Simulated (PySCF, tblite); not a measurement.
# Ga15N16H15: electronic excitations

Aim: compute the electronic excitations of Ga15N16H15.

Programs: tblite 0.8.0 and PySCF 2.14.0, with routines of our own; each step states its level. All values are computed. Atoms count from 0.

## (1) The system as given

46 atoms, charge 0, multiplicity 1; geometry from: force field, distance geometry or constructed start.

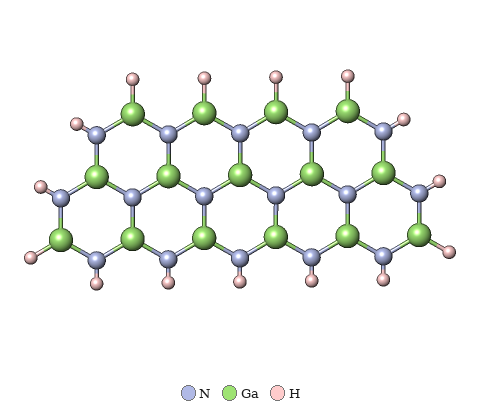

The starting geometry (nitrogen light blue, gallium green, hydrogen pink); sticks join atoms by distance alone.

## (2) Optimising the geometry with GFN2-xTB

What the job is given:

```
{"job": {"kind": "relax", "xc": "GFN2-xTB", "basis": "xTB"}, "charge": 0, "multiplicity": 1}
N     -3.199400     2.498600    -0.001600
Ga    -4.809600     3.428000    -0.006900
N     -6.403400     2.498100     0.001000
Ga    -6.409300     0.654800    -0.006200
N     -4.807400    -0.275800     0.003400
Ga    -3.207600     0.649900    -0.002600
N      8.010800    -0.272900    -0.003300
Ga     6.412000     0.653100     0.001500
N      4.809100    -0.276700    -0.000400
Ga     4.803600    -2.125400     0.001600
N      6.406500    -3.050800    -0.002100
Ga     8.008200    -2.126600    -0.000000
N      3.200900     2.501100     0.005000
Ga     1.604300     3.424800    -0.002700
N     -0.002200     2.505500     0.000200
Ga    -0.001900     0.651000     0.006300
N      1.602500    -0.272700     0.000900
Ga     3.203200     0.647000    -0.001000
N     -8.011300    -0.272800     0.002500
Ga    -8.007900    -2.123700     0.002700
N     -6.410900    -3.045800     0.001500
Ga    -4.807300    -2.123100    -0.000200
N      6.412000     2.505000     0.006600
Ga     4.802200     3.421100    -0.001500
Ga    -1.601600     3.428000     0.000900
N     -1.608200    -0.275500     0.002500
Ga    -1.601400    -2.122300    -0.000700
N     -0.000600    -3.049000     0.001200
Ga     1.602700    -2.124200    -0.002000
N      3.205400    -3.049200     0.003400
N     -3.200700    -3.049000    -0.001100
H     -4.808300     4.976700     0.000200
H     -7.310300     3.020500    -0.001900
H      8.913500     0.244100     0.003700
H      6.409800    -4.087800    -0.003300
H      9.353600    -2.897400    -0.002900
H      1.601300     4.975500    -0.004100
H     -8.910500     0.247900    -0.002600
H     -9.352000    -2.903500    -0.000100
H     -6.413400    -4.086200     0.001200
H      7.309200     3.018100     0.003800
H      4.812300     4.969800     0.003700
H     -1.597200     4.976400    -0.003600
H      0.002600    -4.090100    -0.001800
H      3.200600    -4.087900     0.002400
H     -3.206200    -4.088000    -0.003400
```

Started as:

```
> OMP_NUM_THREADS=4 python large_run.py task.json out
```

The driver reads the jobs from task.json and runs them one after another.

Standard output:

```text
step      E/eV     max force
  0   -1975.98691    1.058
  1   -1976.07256    0.250
  2   -1976.08618    0.234
  3   -1976.10540    0.159
  4   -1976.11106    0.165
  5   -1976.12222    0.137
  6   -1976.12659    0.123
  7   -1976.13151    0.131
  8   -1976.13497    0.096
  9   -1976.13742    0.084
 10   -1976.13868    0.076
 11   -1976.13955    0.047
 12   -1976.14027    0.046
 13   -1976.14082    0.034
 14   -1976.14113    0.031
 15   -1976.14128    0.022
 16   -1976.14136    0.022
 17   -1976.14144    0.020
 18   -1976.14156    0.020
 19   -1976.14171    0.028
 20   -1976.14184    0.026
 21   -1976.14192    0.015
```

Run time: 2.8 s. Hardware: 4 threads of Arm Neoverse N1, shared host; peak memory 0.16 GiB.

Along the way:

```
step  energy from step 0 (eV)  largest force (eV/Å)
   0                   0.0000                1.0571
   1                  -0.0856                0.2498
   2                  -0.0993                0.2334
   3                  -0.1185                0.1594
   4                  -0.1241                0.1646
   5                  -0.1353                0.1366
   6                  -0.1397                0.1234
   7                  -0.1446                0.1312
   8                  -0.1481                0.0966
   9                  -0.1505                0.0841
  10                  -0.1518                0.0760
  11                  -0.1526                0.0466
  12                  -0.1534                0.0453
  13                  -0.1539                0.0340
  14                  -0.1542                0.0304
  15                  -0.1544                0.0218
  16                  -0.1544                0.0219
  17                  -0.1545                0.0201
  18                  -0.1546                0.0206
  19                  -0.1548                0.0280
  20                  -0.1549                0.0263
  21                  -0.1550                0.0152
```

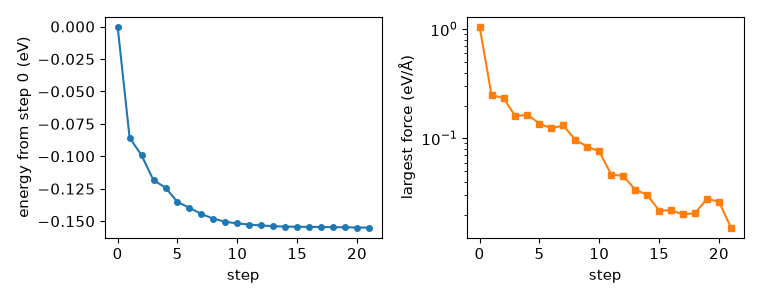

Energy and force, step by step.

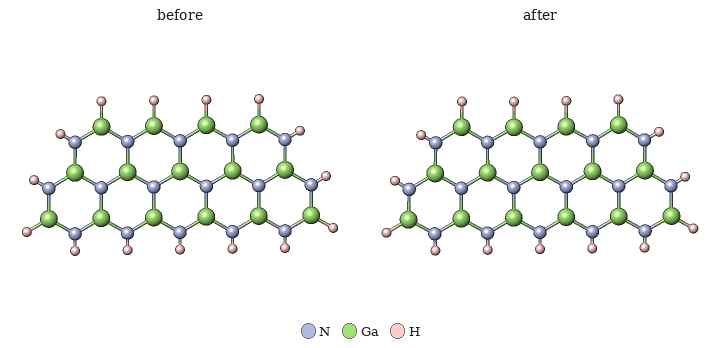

Before and after, at one scale.

Distances of close pairs at the start and the end, largest changes first:

```
   bond  before (Å)  after (Å)  change (Å)
 N2–H32       1.047      1.016      -0.030
N27–H43       1.041      1.014      -0.027
N30–H45       1.039      1.015      -0.024
N29–H44       1.039      1.015      -0.024
N20–H39       1.040      1.017      -0.024
 N6–H33       1.040      1.017      -0.023
N18–H37       1.039      1.017      -0.022
N10–H34       1.037      1.017      -0.020
```

The end geometry stands in the next job.

## (3) Electronic excitations: TDDFT PBE/def2-SVP

What the job is given:

```
{"job": {"kind": "uv", "basis": "def2-SVP", "grid": 1, "kgrid": 0, "vcut": null, "nstates": 6, "ntriplets": 2, "tda": false, "delta": ["ip_vertical"], "pop": true, "xc": "PBE"}, "charge": 0, "multiplicity": 1}
N     -3.209406     2.488512    -0.002778
Ga    -4.793223     3.434125    -0.001877
N     -6.372029     2.498477    -0.001736
Ga    -6.402539     0.644681    -0.000467
N     -4.802791    -0.274967     0.000929
Ga    -3.203026     0.641483    -0.000304
N      7.992750    -0.301074    -0.002220
Ga     6.402338     0.643237     0.001202
N      4.802475    -0.276264    -0.000815
Ga     4.803433    -2.120078    -0.000198
N      6.419253    -3.019411    -0.001469
Ga     8.028087    -2.137063    -0.001571
N      3.209757     2.487502     0.002004
Ga     1.599918     3.376763    -0.000447
N      0.000177     2.471662     0.001142
Ga    -0.000252     0.625628     0.001291
N      1.604557    -0.275996     0.000268
Ga     3.202993     0.640608     0.001284
N     -7.992873    -0.299377     0.000692
Ga    -8.028709    -2.135320     0.000482
N     -6.419764    -3.017825     0.001069
Ga    -4.803591    -2.118814     0.000183
N      6.372585     2.497204     0.006236
Ga     4.793807     3.433209     0.002847
Ga    -1.599359     3.377180    -0.001616
N     -1.605079    -0.275571     0.002762
Ga    -1.599755    -2.113700     0.000014
N     -0.000421    -3.018196     0.001070
Ga     1.599298    -2.114216     0.001045
N      3.199411    -3.020635     0.003632
N     -3.199955    -3.019901    -0.002600
H     -4.772122     4.984564    -0.001453
H     -7.263229     2.986655    -0.002511
H      8.856756     0.234981     0.003247
H      6.385837    -4.035538    -0.002542
H      9.367321    -2.911137    -0.002327
H      1.597236     4.938272    -0.004354
H     -8.856734     0.236868    -0.001980
H     -9.367672    -2.909595     0.000805
H     -6.386748    -4.034012     0.001640
H      7.264034     2.984981     0.002884
H      4.772951     4.983811     0.002299
H     -1.595945     4.938452    -0.002822
H     -0.000563    -4.032498    -0.001968
H      3.191328    -4.035198     0.001621
H     -3.192777    -4.034466    -0.002439
```

Method: TDDFT PBE/def2-SVP, vertical, gas phase, core orbitals frozen in the response.

Standard output:

```text
start: PBE on a coarse grid of 215030 points
cycle   1  E = -29747.1709177499  dE = -2.555e+00  |g| = 3.432e+00  |ddm| = 9.447e+00
cycle   2  E = -29738.3339152952  dE =  8.837e+00  |g| = 6.946e+00  |ddm| = 8.720e+00
cycle   3  E = -29748.6382919381  dE = -1.030e+01  |g| = 1.211e+00  |ddm| = 7.330e+00
cycle   4  E = -29749.0086452400  dE = -3.704e-01  |g| = 2.529e-01  |ddm| = 1.316e+00
cycle   5  E = -29748.9980369885  dE =  1.061e-02  |g| = 2.964e-01  |ddm| = 5.173e-01
cycle   6  E = -29749.0209818336  dE = -2.294e-02  |g| = 4.556e-02  |ddm| = 2.967e-01
cycle   7  E = -29749.0215593607  dE = -5.775e-04  |g| = 1.962e-02  |ddm| = 6.940e-02
cycle   8  E = -29749.0216293511  dE = -6.999e-05  |g| = 8.523e-03  |ddm| = 2.233e-02
final grid: 215030 points
cycle   9  E = -29749.0215028168  dE =  1.265e-04  |g| = 2.428e-02  |ddm| = 2.844e-02
cycle  10  E = -29749.0203276285  dE =  1.175e-03  |g| = 7.354e-02  |ddm| = 8.215e-02
cycle  11  E = -29749.0216566358  dE = -1.329e-03  |g| = 5.567e-03  |ddm| = 6.218e-02
cycle  12  E = -29749.0216495464  dE =  7.089e-06  |g| = 1.052e-03  |ddm| = 5.210e-03
cycle  13  E = -29749.0216508448  dE = -1.298e-06  |g| = 2.774e-04  |ddm| = 1.077e-03
cycle  14  E = -29749.0216518966  dE = -1.052e-06  |g| = 5.407e-05  |ddm| = 2.829e-04
converged SCF energy = -29749.0216518966

Static polarisability (au): isotropic 530.856, principal 256.571 553.541 782.455

Singlet excitations
state   eV       nm        f      main configurations
  1   3.3787    367.0   0.00000   H->L 1.00
  2   3.4435    360.1   0.00000   H-1->L 1.00
  3   3.5944    344.9   0.00000   H-2->L 0.99
  4   3.7865    327.4   0.00000   H-3->L 1.00
  5   3.8015    326.1   0.00000   H-4->L 0.96
  6   3.8441    322.5   0.00000   H-5->L 0.98

Triplet excitations (Tamm-Dancoff, eV): 3.3192 3.3901
```

Wall time 2 min (4 threads of Arm Neoverse N1, shared host); peak memory 2.9 GiB.

Warnings kept with the result: ip_vertical: open-shell SCF did not converge.

The orbitals next to the gap, with their largest atomic shares:

```
orbital     eV                            atoms
 HOMO−4  -5.66        N8 17 %, N4 17 %, N2 10 %
 HOMO−3  -5.64        N14 17 %, N0 9 %, N12 9 %
 HOMO−2  -5.45      N22 13 %, N2 13 %, N27 13 %
 HOMO−1  -5.30       N10 11 %, N20 11 %, N6 9 %
   HOMO  -5.23     N27 20 %, N30 16 %, N29 16 %
   LUMO  -1.88      Ga15 8 %, Ga17 6 %, Ga5 6 %
 LUMO+1  -1.37       Ga7 7 %, Ga3 7 %, Ga21 6 %
 LUMO+2  -0.91  Ga13 29 %, Ga24 29 %, Ga23 12 %
 LUMO+3  -0.80       Ga3 8 %, Ga7 8 %, Ga15 7 %
```

Further results of this job:

```
           property  computed
  dipole moment (D)      3.09
polarisability (Å³)     78.66
 HOMO–LUMO gap (eV)      3.35
      −ε(HOMO) (eV)      5.23
```

## (4) Results

| quantity | value |
| --- | --- |
| lowest singlet (PBE/def2-SVP) | 3.38 eV (367 nm), f = 0.000 |
| lowest triplet | 3.32 eV |

In words: The first singlet state (HOMO→LUMO 1.00) lies at 3.38 eV and is dark. The lowest triplet lies 0.06 eV below the lowest singlet (triplets in Tamm-Dancoff, singlets in full TDDFT).
